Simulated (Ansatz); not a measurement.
# ClH₄N₂OTa: basis-set convergence

How large a basis does ClH₄N₂OTa need? Two functionals are run in growing sets.

Method: one geometry, several basis sets; program: Ansatz 0.2.0, Gaussian basis.

Plan: PBE0-D4/def2-SVP; ωB97M-V/def2-SVP; PBE0-D4/def2-QZVPP; ωB97M-V/def2-QZVPP; the functionals' def2-TZVPP values are taken from earlier runs.

## (1) Structure used throughout

All runs share one geometry, relaxed beforehand with PBE0-D4 in a triple-zeta def2 set. Ta takes the def2 core potential; no spin-orbit term is included.

9 atoms, charge 0, spin multiplicity 1.

Atoms are counted from 1 here; the program's logs count them from 0.

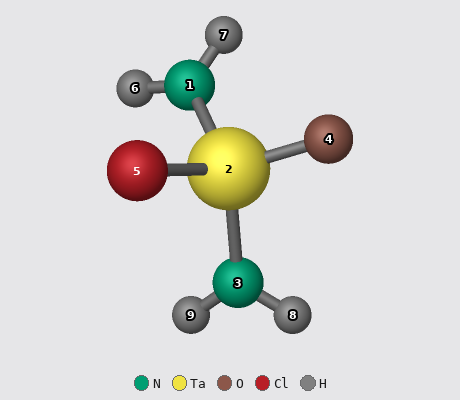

The geometry (nitrogen teal, tantalum yellow, oxygen brown, chlorine red, hydrogen grey); atoms are numbered from 1 in the order of the file.

## (2) PBE0-D4 in def2-SVP

in.yaml reads:

```yaml
crystal:
  periodic: [false, false, false]
  atoms:
    - {symbol: N, position_ang: [-1.141279, 1.236920, -0.170950]}
    - {symbol: Ta, position_ang: [0.553323, 0.228352, -0.232908]}
    - {symbol: N, position_ang: [0.335501, -1.623488, 0.412054]}
    - {symbol: O, position_ang: [0.984056, 0.113637, -1.886776]}
    - {symbol: Cl, position_ang: [2.182601, 1.325784, 1.024317]}
    - {symbol: H, position_ang: [-1.704546, 1.390484, 0.653316]}
    - {symbol: H, position_ang: [-1.603996, 1.617539, -0.983051]}
    - {symbol: H, position_ang: [0.492479, -2.443127, -0.155427]}
    - {symbol: H, position_ang: [-0.009637, -1.892502, 1.322425]}
basis:
  gaussian: {orbitals: def2-SVP}
hamiltonian: {xc: pbe0, dispersion: d4}
output: {orbitals: {seedname: orbitals}}
```

Further steps of the session: ωB97M-V in def2-SVP; PBE0-D4 in def2-QZVPP; ωB97M-V in def2-QZVPP.

**Question.** What will the summary of the whole plan be? Wanted: PBE0-D4: double and triple zeta above quadruple; ωB97M-V: double and triple zeta above quadruple.

As calculated:

```
                                       quantity           value
PBE0-D4: double and triple zeta above quadruple  11.67, 0.68 eV
ωB97M-V: double and triple zeta above quadruple  11.80, 0.64 eV
```

What this shows: For PBE0-D4 the step from double to triple zeta gains 10.99 eV and the next only 0.68 eV. Total energies overstate the basis error of differences, where much of it tends to cancel. The LUMO of ωB97M-V is positive and keeps falling with the basis (1.19 to 0.48 eV): an unbound level that the basis holds in place.
